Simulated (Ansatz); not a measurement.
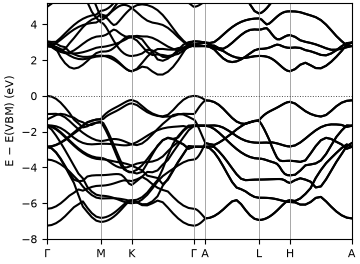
*Band structure from the program Ansatz at the r²SCAN+D4 level (PAW)*

Question: Read off the gap and where the band edges lie.

Answer: About 1.2 eV (1.17 eV by a search for the band edges); maximum at Γ, minimum on the K–Γ line, 46 % of the way from K.

The material is WSe$_{2}$ in space group P6_3/mmc (No. 194; W on 2c, Se on 4f).

The cell was relaxed with r²SCAN+D4 under the symmetry of its start. No spin polarisation was allowed. Spin–orbit coupling is left out wherever it is not named.

Potentials: the later of the program's two PAW sets.
